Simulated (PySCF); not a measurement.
# C₄H₅B: NMR shifts at several levels of theory, part 2 of 2

PySCF 2.14.0. Atoms count from 0. The steps go on from the part before.

## 9. Shielding tensors: KT3/pcSseg-2

The job: settings as JSON, then the geometry in Å.

```
{"job": {"kind": "nmr", "xc": "KT3", "basis": "pcSseg-2", "pop": false}, "charge": 0, "multiplicity": 1}
C      2.365470    -0.611333     0.525928
C      1.442234     0.126936     0.223725
B      0.300279     1.060391    -0.153892
C     -1.150448     0.542887    -0.303967
C     -1.478728    -0.749065    -0.119695
H      3.184514    -1.255099     0.792846
H      0.560606     2.228445    -0.335028
H     -1.950928     1.242606    -0.572383
H     -0.717093    -1.489717     0.149892
H     -2.504862    -1.118066    -0.228091
```

Level: GIAO KT3/pcSseg-2 NMR shielding, non-relativistic, gas phase.

The program printed:

```text
coarse grid: 8536 points
cycle   1  E = -183.2181741392  dE =  2.992e-01  |g| = 5.161e-01  |ddm| = 2.977e+00
cycle   2  E = -183.0792363895  dE =  1.389e-01  |g| = 8.383e-01  |ddm| = 1.155e+00
cycle   3  E = -183.2554066123  dE = -1.762e-01  |g| = 3.709e-01  |ddm| = 8.319e-01
cycle   4  E = -183.2941491608  dE = -3.874e-02  |g| = 4.740e-02  |ddm| = 2.534e-01
cycle   5  E = -183.2946031608  dE = -4.540e-04  |g| = 2.804e-02  |ddm| = 5.832e-02
cycle   6  E = -183.2947768167  dE = -1.737e-04  |g| = 1.302e-02  |ddm| = 2.320e-02
cycle   7  E = -183.2948285880  dE = -5.177e-05  |g| = 2.039e-03  |ddm| = 1.117e-02
cycle   8  E = -183.2948300019  dE = -1.414e-06  |g| = 4.252e-04  |ddm| = 2.246e-03
final grid: 82904 points
cycle   9  E = -183.3069759271  dE = -2.446e-04  |g| = 3.277e-03  |ddm| = 3.432e-01
cycle  10  E = -183.3069745133  dE =  1.414e-06  |g| = 3.470e-03  |ddm| = 5.066e-03
cycle  11  E = -183.3069764909  dE = -1.978e-06  |g| = 2.136e-03  |ddm| = 3.884e-03
cycle  12  E = -183.3069776029  dE = -1.112e-06  |g| = 7.928e-04  |ddm| = 1.717e-03
cycle  13  E = -183.3069777470  dE = -1.440e-07  |g| = 3.909e-04  |ddm| = 7.090e-04
cycle  14  E = -183.3069777904  dE = -4.342e-08  |g| = 1.048e-04  |ddm| = 2.949e-04
cycle  15  E = -183.3069777935  dE = -3.080e-09  |g| = 2.411e-05  |ddm| = 9.124e-05
cycle  16  E = -183.3069777937  dE = -1.727e-10  |g| = 5.252e-06  |ddm| = 2.535e-05
converged SCF energy = -183.3069777937

GIAO shielding tensors (ppm)
atom      isotropic    diamagn.    paramagn.     s11        s22        s33       span
  0 C       66.489     269.337    -202.848     18.376     28.215    152.877    134.500
  1 C       88.153     268.248    -180.096     -7.878     -4.431    276.767    284.645
  2 B       49.542     194.257    -144.715      0.452     29.322    118.852    118.400
  3 C       38.215     253.278    -215.063    -82.366     22.296    174.715    257.080
  4 C       33.838     254.243    -220.405    -71.763     17.591    155.686    227.450
  5 H       26.895      31.515      -4.620     23.974     24.984     31.727      7.753
  6 H       25.572      26.994      -1.422     23.782     25.512     27.421      3.639
  7 H       24.268      29.324      -5.056     20.942     24.829     27.032      6.090
  8 H       24.404      34.470     -10.066     22.120     23.626     27.467      5.347
  9 H       24.849      29.051      -4.202     22.872     24.730     26.945      4.073
```

Run time: 32 s. Hardware: 1 thread of Arm Neoverse V1, shared host; peak memory 0.77 GiB.

This run: δ C4 147.5, C3 143.1, C0 114.8, C1 93.2, H7 7.09, H8 6.95 ppm.

## 10. NMR shieldings: B97-D/pcSseg-2

The job, as its differences from that of step 9:

```diff
@@ -1,2 +1,2 @@
-{"job": {"kind": "nmr", "xc": "KT3", "basis": "pcSseg-2", "pop": false}, "charge": 0, "multiplicity": 1}
+{"job": {"kind": "nmr", "xc": "B97-D", "basis": "pcSseg-2", "pop": false}, "charge": 0, "multiplicity": 1}
 C      2.365470    -0.611333     0.525928
```

Method: GIAO B97-D/pcSseg-2 NMR shielding, non-relativistic, gas phase.

The program printed:

```text
coarse grid: 8536 points
cycle   1  E = -180.0413469395  dE =  2.752e-01  |g| = 5.268e-01  |ddm| = 2.321e+00
cycle   2  E = -179.9087475102  dE =  1.326e-01  |g| = 8.408e-01  |ddm| = 1.189e+00
cycle   3  E = -180.0773465797  dE = -1.686e-01  |g| = 3.814e-01  |ddm| = 8.341e-01
cycle   4  E = -180.1175916528  dE = -4.025e-02  |g| = 5.247e-02  |ddm| = 2.713e-01
cycle   5  E = -180.1181539917  dE = -5.623e-04  |g| = 3.001e-02  |ddm| = 5.937e-02
cycle   6  E = -180.1183474591  dE = -1.935e-04  |g| = 1.377e-02  |ddm| = 2.330e-02
cycle   7  E = -180.1184044496  dE = -5.699e-05  |g| = 2.219e-03  |ddm| = 1.242e-02
cycle   8  E = -180.1184061175  dE = -1.668e-06  |g| = 5.421e-04  |ddm| = 2.479e-03
final grid: 82904 points
cycle   9  E = -180.1201123058  dE = -1.137e-04  |g| = 5.639e-03  |ddm| = 1.494e-01
cycle  10  E = -180.1200911137  dE =  2.119e-05  |g| = 9.887e-03  |ddm| = 1.163e-02
cycle  11  E = -180.1201178686  dE = -2.675e-05  |g| = 3.296e-03  |ddm| = 7.842e-03
cycle  12  E = -180.1201207970  dE = -2.928e-06  |g| = 7.359e-04  |ddm| = 2.358e-03
cycle  13  E = -180.1201208381  dE = -4.108e-08  |g| = 6.158e-04  |ddm| = 8.225e-04
cycle  14  E = -180.1201209431  dE = -1.050e-07  |g| = 8.397e-05  |ddm| = 4.094e-04
cycle  15  E = -180.1201209450  dE = -1.855e-09  |g| = 2.237e-05  |ddm| = 8.410e-05
cycle  16  E = -180.1201209451  dE = -1.401e-10  |g| = 6.947e-06  |ddm| = 2.379e-05
converged SCF energy = -180.1201209451

GIAO shielding tensors (ppm)
atom      isotropic    diamagn.    paramagn.     s11        s22        s33       span
  0 C       59.239     265.216    -205.977      7.515     19.649    150.554    143.038
  1 C       80.880     262.770    -181.889    -17.666    -16.100    276.406    294.072
  2 B       44.871     195.887    -151.016     -5.374     23.186    116.801    122.175
  3 C       30.207     252.859    -222.652    -94.471     10.955    174.137    268.607
  4 C       25.271     253.655    -228.384    -84.458      7.119    153.152    237.610
  5 H       27.101      33.046      -5.945     24.340     25.267     31.697      7.357
  6 H       25.505      27.858      -2.353     23.427     25.642     27.445      4.017
  7 H       24.191      29.952      -5.761     20.553     24.888     27.132      6.579
  8 H       24.305      33.231      -8.926     21.672     23.735     27.509      5.837
  9 H       24.758      29.553      -4.795     22.509     24.799     26.966      4.456
```

Run time: 32 s. Hardware: 1 thread of Arm Neoverse V1, shared host; peak memory 0.77 GiB.

In short: δ C4 153.8, C3 148.8, C0 119.8, C1 98.1, H7 7.21, H8 7.09 ppm.

## 11. Shielding tensors: B3LYP/pcSseg-2

The job, as its differences from that of step 10:

```diff
@@ -1,2 +1,2 @@
-{"job": {"kind": "nmr", "xc": "B97-D", "basis": "pcSseg-2", "pop": false}, "charge": 0, "multiplicity": 1}
+{"job": {"kind": "nmr", "xc": "B3LYP", "basis": "pcSseg-2", "pop": false}, "charge": 0, "multiplicity": 1}
 C      2.365470    -0.611333     0.525928
```

Method: GIAO B3LYP/pcSseg-2 NMR shielding, non-relativistic, gas phase.

The program printed:

```text
coarse grid: 8536 points
cycle   1  E = -180.2088163360  dE =  3.439e-01  |g| = 4.433e-01  |ddm| = 2.232e+00
cycle   2  E = -180.1673143252  dE =  4.150e-02  |g| = 5.784e-01  |ddm| = 9.581e-01
cycle   3  E = -180.2498214855  dE = -8.251e-02  |g| = 2.131e-01  |ddm| = 5.604e-01
cycle   4  E = -180.2614308518  dE = -1.161e-02  |g| = 3.530e-02  |ddm| = 1.783e-01
cycle   5  E = -180.2617202261  dE = -2.894e-04  |g| = 1.419e-02  |ddm| = 3.595e-02
cycle   6  E = -180.2617646527  dE = -4.443e-05  |g| = 5.204e-03  |ddm| = 1.065e-02
cycle   7  E = -180.2617721124  dE = -7.460e-06  |g| = 8.498e-04  |ddm| = 4.488e-03
final grid: 82904 points
cycle   8  E = -180.2729492504  dE = -5.566e-05  |g| = 5.129e-03  |ddm| = 4.066e-02
cycle   9  E = -180.2729438317  dE =  5.419e-06  |g| = 6.723e-03  |ddm| = 9.640e-03
cycle  10  E = -180.2729554558  dE = -1.162e-05  |g| = 1.680e-03  |ddm| = 5.439e-03
cycle  11  E = -180.2729561553  dE = -6.995e-07  |g| = 5.128e-04  |ddm| = 1.404e-03
cycle  12  E = -180.2729562083  dE = -5.303e-08  |g| = 2.403e-04  |ddm| = 5.098e-04
cycle  13  E = -180.2729562235  dE = -1.516e-08  |g| = 4.386e-05  |ddm| = 2.076e-04
cycle  14  E = -180.2729562239  dE = -4.364e-10  |g| = 1.282e-05  |ddm| = 4.287e-05
converged SCF energy = -180.2729562239

GIAO shielding tensors (ppm)
atom      isotropic    diamagn.    paramagn.     s11        s22        s33       span
  0 C       53.518     263.522    -210.004     -0.701     12.404    148.852    149.553
  1 C       80.191     262.734    -182.543    -24.837    -24.508    289.918    314.755
  2 B       39.629     193.908    -154.279    -14.736     16.457    117.166    131.902
  3 C       24.813     251.473    -226.659   -108.741      7.370    175.810    284.551
  4 C       18.343     252.107    -233.764   -102.988      3.583    154.434    257.422
  5 H       27.112      33.019      -5.907     24.340     25.231     31.763      7.423
  6 H       25.471      27.827      -2.356     23.275     25.545     27.594      4.319
  7 H       24.185      30.158      -5.972     20.403     24.746     27.408      7.005
  8 H       24.226      32.934      -8.708     21.346     23.631     27.701      6.355
  9 H       24.677      29.763      -5.086     22.179     24.669     27.182      5.003
```

Wall time 21 s (1 thread of Arm Neoverse V1, shared host); peak memory 0.9 GiB.

Key values: δ C4 160.8, C3 154.4, C0 125.7, C1 99.0, H7 7.20, H8 7.16 ppm.

## 12. Run by run: NMR shifts

Shifts (ppm) of some atoms, chosen among heavy atoms and hydrogens apart, with basis size and wall time:

| run | C4 | C3 | C0 | C1 | H7 | H6 | B2 | functions | time |
| --- | --- | --- | --- | --- | --- | --- | --- | --- | --- |
| HF/pcSseg-2 | 161.4 | 144.7 | 129.7 | 84.5 | 6.81 | 5.64 | 55.6 | 250 | 12 s |
| LDA/pcSseg-2 | 167.5 | 163.8 | 137.3 | 111.4 | 7.70 | 6.37 | 61.3 | 250 | 28 s |
| PBE/pcSseg-2 | 160.0 | 155.7 | 127.9 | 104.2 | 7.45 | 6.16 | 56.0 | 250 | 33 s |
| BLYP/pcSseg-2 | 158.2 | 155.4 | 124.2 | 102.5 | 7.29 | 5.98 | 55.2 | 250 | 33 s |
| BP86/pcSseg-2 | 159.5 | 154.8 | 127.2 | 103.4 | 7.40 | 6.11 | 55.1 | 250 | 33 s |
| OPBE/pcSseg-2 | 155.5 | 148.8 | 123.6 | 100.3 | 7.45 | 6.16 | 52.7 | 250 | 34 s |
| KT2/pcSseg-2 | 149.4 | 145.8 | 119.0 | 95.5 | 7.16 | 5.90 | 50.3 | 250 | 33 s |
| KT3/pcSseg-2 | 147.5 | 143.1 | 114.8 | 93.2 | 7.09 | 5.78 | 49.1 | 250 | 32 s |
| B97-D/pcSseg-2 | 153.8 | 148.8 | 119.8 | 98.1 | 7.21 | 5.89 | 51.5 | 250 | 32 s |
| B3LYP/pcSseg-2 | 160.8 | 154.4 | 125.7 | 99.0 | 7.20 | 5.92 | 56.8 | 250 | 21 s |

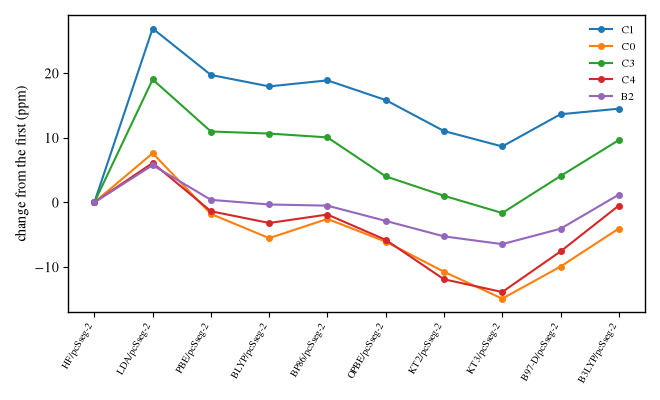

How five of the tabulated atoms move from run to run.

## 13. Results

The summary covers parts 1 to 2.

| quantity | value |
| --- | --- |
| 13C shifts against TMS (HF/pcSseg-2) | 161.4, 144.7, 129.7, 84.5 ppm |
| 1H shifts against TMS (HF/pcSseg-2) | 7.29, 6.83, 6.81, 5.64, 4.63 ppm |
| 11B shifts against BF3·OEt2 (HF/pcSseg-2) | 55.6 ppm |
| range of the shift of C1 | 84.5 to 111.4 ppm |

**Reading.** Single values in the summary come from the first sound run of each kind (HF/pcSseg-2), which need not be the best level. C4 (terminal =CH2 carbon) lies farthest downfield among carbon, at 161.4 ppm; an sp2 carbon of a C=C bond. At HF/pcSseg-2: The widest tensor belongs to C1: span 340 ppm, with a paramagnetic part of -156 ppm. In ppm, C1 moves most: its shift spreads over 26.9 ppm, from 84.5 (HF/pcSseg-2) to 111.4 (LDA/pcSseg-2).
